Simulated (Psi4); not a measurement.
# SiH2 (SMILES [SiH2]) at CCSD/aug-cc-pVTZ

Aim: the vertical electron affinity of SiH2 at CCSD/aug-cc-pVTZ, from 2 runs. 

The calculation is run with Psi4 1.11.

1 further run of the same task is left out (set aside as unsound or not needed).

## 1. The system as given

The species is SiH2 (3 atoms), meant as a singlet with charge 0. SMILES: `[SiH2]`. Geometry: relaxed at PBE0-D4/def2-TZVP.

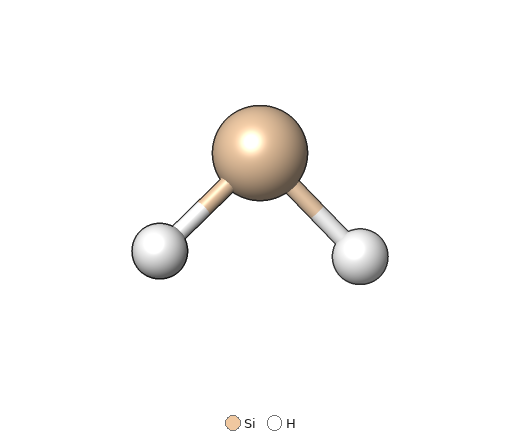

The structure, seen from a chosen angle (silicon light orange, hydrogen white).

## 2. A single-point energy at CCSD/aug-cc-pVTZ

File run.py:

```python
import numpy as np
from ase.calculators.psi4 import Psi4
from ase import Atoms

atoms = Atoms(['Si', 'H', 'H'], positions=[
    [-0.491200, 0.468600, -0.213600],
    [0.840300, 0.578600, 0.522500],
    [-0.349100, -1.047200, -0.308900],
])
calc = Psi4(atoms=atoms, method='ccsd', basis='aug-cc-pVTZ', memory='2200MB', num_threads=1, charge=0, multiplicity=1, label='h2si')
calc.psi4.set_options({'puream': True, 'e_convergence': 1e-09, 'd_convergence': 1e-08, 'scf_type': 'pk', 'num_frozen_docc': 5})
atoms.calc = calc

print(f'energy: {atoms.get_potential_energy():.6f} eV')
```

Run with:

```
$ python run.py
```

h2si.dat:

```text
[...]
  Running in c1 symmetry.
[...]
  Nuclear repulsion =    9.956246036569164
[...]
  Multiplicity = 1
[...]
  Nalpha       = 8
  Nbeta        = 8
[...]
    Number of basis functions: 96
[...]
   @RHF iter   1:  -290.02021880451770   -5.78682e-01   1.27577e-03 DIIS/ADIIS
[...]
   @RHF iter   9:  -290.03046252141394   -3.12639e-12   1.99688e-09 DIIS
[...]
    Orbital Energies [Eh]
    ---------------------
    Doubly Occupied:
       1A    -68.803079     2A     -6.148076     3A     -4.250888
       4A     -4.249433     5A     -4.248811     6A     -0.673926
       7A     -0.456025     8A     -0.339776
[...]
  @RHF Final Energy:  -290.03046252141394
   => Energetics <=
    Nuclear Repulsion Energy =              9.9562460365691638
    One-Electron Energy =                -421.6333878963009738
    Two-Electron Energy =                 121.6466793383178526
    Total Energy =                       -290.0304625214139378
[...]
 Multipole Moments:
 ------------------------------------------------------------------------------------
     Multipole            Electronic (a.u.)      Nuclear  (a.u.)        Total (a.u.)
 ------------------------------------------------------------------------------------
 L = 1.  Multiply by 2.5417464519 to convert [e a0] to [Debye]
 Dipole X            :         -1.2208067            1.2875349            0.0667281
 Dipole Y            :          1.1646684           -1.2282957           -0.0636273
 Dipole Z            :         -0.5308685            0.5598889            0.0290204
 Magnitude           :                                                    0.0966605
[...]
      * MP2 total energy                      = -290.141897689537416
[...]
      * CCSD total energy                     = -290.168903621933339
```

The script printed:

```text
energy: -7895.898049 eV
```

It took 19 s on 1 thread of Intel Xeon 6975P-C (Granite Rapids), shared host; peak memory 1.1 GiB.

## 3. The doublet anion at the same level

File job.json:

```json
{
  "schema_name": "qcschema_input",
  "schema_version": 1,
  "molecule": {
    "schema_name": "qcschema_molecule",
    "schema_version": 2,
    "symbols": ["Si", "H", "H"],
    "geometry": [-0.92823347, 0.88552566, -0.4036455, 1.58793686, 1.09339554, 0.9873819, -0.65970339, -1.9789212, -0.5837364],
    "molecular_charge": -1,
    "molecular_multiplicity": 2,
    "fix_symmetry": "c1",
    "fix_com": true,
    "fix_orientation": true
  },
  "driver": "energy",
  "model": {
    "method": "ccsd",
    "basis": "aug-cc-pVTZ"
  },
  "keywords": {
    "reference": "uhf",
    "puream": true,
    "e_convergence": 1e-09,
    "d_convergence": 1e-08,
    "scf_type": "pk",
    "num_frozen_docc": 5,
    "maxiter": 100
  }
}
```

Run with:

```
$ psi4 --qcschema job.json -n 1 --memory 2200MB
```

stdout:

```text
[...]
  Running in c1 symmetry.
[...]
  Nuclear repulsion =    9.956246047361171
[...]
  Multiplicity = 2
[...]
  Nalpha       = 9
  Nbeta        = 8
[...]
    Number of basis functions: 96
[...]
   @UHF iter   1:  -290.00556169820180   -5.64025e-01   2.30658e-03 ADIIS/DIIS
[...]
   @UHF iter  13:  -290.05205610735180   -4.37694e-12   2.82084e-09 DIIS
[...]
   @S^2 Observed:                7.754253490E-01
[...]
    Orbital Energies [Eh]
    ---------------------
    Alpha Occupied:
       1A    -68.536510     2A     -5.882907     3A     -3.993485
       4A     -3.985466     5A     -3.984293     6A     -0.455239
       7A     -0.225367     8A     -0.113547     9A     -0.046734
    Alpha Virtual:
      10A      0.147829    11A      0.175629    12A      0.183681
      13A      0.185771    14A      0.206551    15A      0.285667
      16A      0.301028    17A      0.306961    18A      0.307767
      19A      0.308591    20A      0.330560    21A      0.413064
      22A      0.427897    23A      0.445092    24A      0.453533
      25A      0.487858    26A      0.496512    27A      0.501616
[...]
  @UHF Final Energy:  -290.05205610735180
   => Energetics <=
    Nuclear Repulsion Energy =              9.9562460473611711
    One-Electron Energy =                -425.7076304396423438
    Two-Electron Energy =                 125.6993282849294076
    Total Energy =                       -290.0520561073517456
  UHF NO Occupations:
  HONO-2 :    7  A 1.9995860
  HONO-1 :    8  A 1.9880163
[...]
 Multipole Moments:
 ------------------------------------------------------------------------------------
     Multipole            Electronic (a.u.)      Nuclear  (a.u.)        Total (a.u.)
 ------------------------------------------------------------------------------------
 L = 1.  Multiply by 2.5417464519 to convert [e a0] to [Debye]
 Dipole X            :         12.9977039          -12.0670351            0.9306688
 Dipole Y            :        -12.3996419           11.5118336           -0.8878083
 Dipole Z            :          5.6521006           -5.2473915            0.4047091
 Magnitude           :                                                    1.3483833
[...]
      * MP2 total energy                      = -290.179368634488526
[...]
      * CCSD total energy                     = -290.204860600055724
[...]
```

The result, in JSON:

```text
{
 "driver": "energy",
 "model": {
  "method": "ccsd",
  "basis": "aug-cc-pVTZ"
 },
 "success": true,
 "return_result": -290.2048606000557,
 "properties": {
  "calcinfo_nbasis": 96,
  "calcinfo_nmo": 96,
  "calcinfo_nalpha": 9,
  "calcinfo_nbeta": 8,
  "calcinfo_natom": 3,
  "nuclear_repulsion_energy": 9.956246047361171,
  "return_energy": -290.2048606000557,
  "scf_one_electron_energy": -425.70763043964234,
  "scf_two_electron_energy": 125.69932828492941,
  "scf_dipole_moment": [0.930668813048598, -0.8878083404112669, 0.40470913965789723],
  "scf_total_energy": -290.0520561073518,
  "scf_iterations": 13,
  "mp2_same_spin_correlation_energy": -0.020347418059226553,
  "mp2_opposite_spin_correlation_energy": -0.10696510907771972,
  "mp2_singles_energy": -2.771812716422501e-26,
  "mp2_doubles_energy": -0.12731252713694627,
  "mp2_correlation_energy": -0.12731252713694627,
  "mp2_total_energy": -290.1793686344885,
  "ccsd_same_spin_correlation_energy": -0.02193929242117479,
  "ccsd_opposite_spin_correlation_energy": -0.13086520028295984,
  "ccsd_singles_energy": 3.716678964904919e-16,
  "ccsd_doubles_energy": -0.15280449270413463,
  "ccsd_correlation_energy": -0.15280449270413426,
  "ccsd_total_energy": -290.2048606000557,
  "ccsd_iterations": 18
 }
}
```

Run time: 34 s. Hardware: 1 thread of Intel Xeon 6975P-C (Granite Rapids), shared host; peak memory 1.1 GiB.

## 4. Summary of results

Level: CCSD/aug-cc-pVTZ, 5 core orbitals frozen.

| quantity | value |
| --- | --- |
| singlet SiH2: total energy | -290.16890 Eh |
| singlet SiH2: HOMO energy (Hartree–Fock orbitals) | -9.25 eV |
| singlet SiH2: LUMO energy (Hartree–Fock orbitals) | -0.08 eV |
| singlet SiH2: HOMO–LUMO gap (Hartree–Fock orbitals) | 9.16 eV |
| singlet SiH2: correlation energy (5 core orbitals frozen) | -138.4 mEh |
| singlet SiH2: T1 diagnostic | 0.014 |
| doublet anion: total energy | -290.20486 Eh |
| doublet anion: HOMO energy (Hartree–Fock orbitals) (highest over α and β) | -1.27 eV |
| doublet anion: LUMO energy (Hartree–Fock orbitals) (lowest over α and β) | 4.02 eV |
| doublet anion: correlation energy (5 core orbitals frozen) | -152.8 mEh |
| doublet anion: ⟨S²⟩ of the reference determinant | 0.775 |
| doublet anion: T1 diagnostic | 0.029 |
| vertical electron affinity (to the doublet anion) | 0.978 eV |

At fixed nuclei the extra electron is bound by 0.98 eV (94.4 kJ/mol).
